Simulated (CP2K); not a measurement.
Consider 2-fluorocarbonylpyrrole at its PBE geometry (Å).

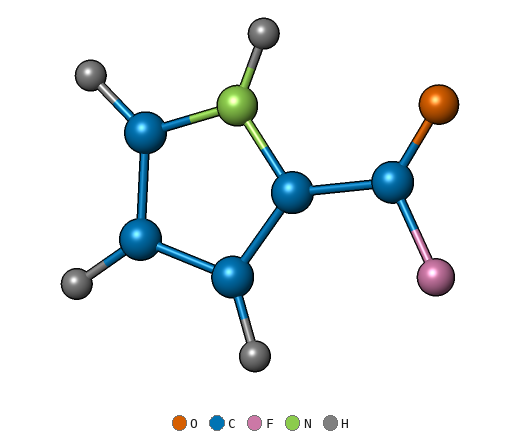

The molecule (oxygen orange, carbon blue, fluorine pink, nitrogen green, hydrogen grey).

```xyz
12

O     2.6712    1.1315    0.2528
C     2.0390    0.1248    0.0278
F     2.6971   -1.0721   -0.2393
C     0.6076   -0.0394   -0.0089
C    -0.2237   -1.1320   -0.2727
C    -1.5568   -0.6827   -0.1660
C    -1.5166    0.6725    0.1619
N    -0.2101    1.0471    0.2529
H     0.1203   -2.1316   -0.5118
H    -2.4573   -1.2698   -0.3077
H    -2.3185    1.3814    0.3348
H     0.1478    1.9703    0.4765
```

Method: CP2K XAS_TDP, all-electron GAPW, PBEh(45%), aug-cc-pVDZ, TDA, no relativity.

Where do the F K-edge lines lie, and how strong are they?

Leading lines: F3 683.81 eV. The leading line of an atom is its first one with 35 % of the strongest within 2.5 eV of its lowest line over the strength cut. 

The first six lines of each atom with a strength over 0.0015:

```
            atom  energy (eV)  states  strength, one atom
F3 (bonded to C)       681.91       1              0.0082
                       683.81       1              0.0268
                       685.05       1              0.0124
                       685.72       1              0.0019
                       685.93       1              0.0029
                       687.31       1              0.0025
```

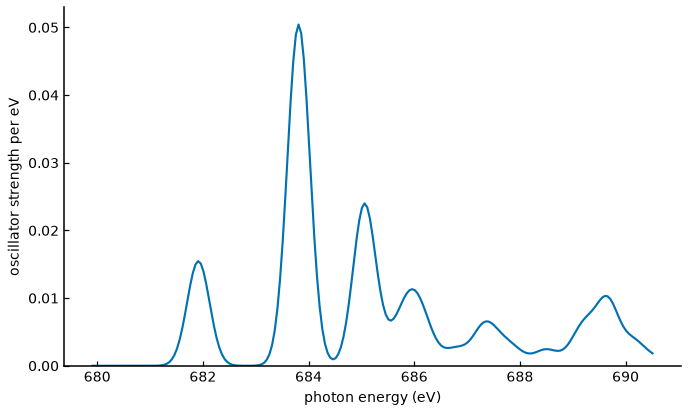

All atoms added, broadened by 0.5 eV.

Lines are vertical, at one geometry, with no vibrational structure. Without a correction of the core level, line positions, and the gaps between valence and Rydberg lines, follow the share of exact exchange. These values hold no scalar relativity, about 0.7 eV for F 1s. Rydberg lines, and the discretised continuum above threshold, depend on the basis and the box.

[Banner, clock and machine lines of the logs are left out without a mark of their own.]

[Logs are printed without paths, hosts, clocks, repeated set-up lines and the standing remarks that a program may print on its own settings, such as how far it seeks lower states.]

[Hosts, paths, dates, database ids (printed as entryN), source tags and the programs' standing remarks are cut or masked in the printed files.]
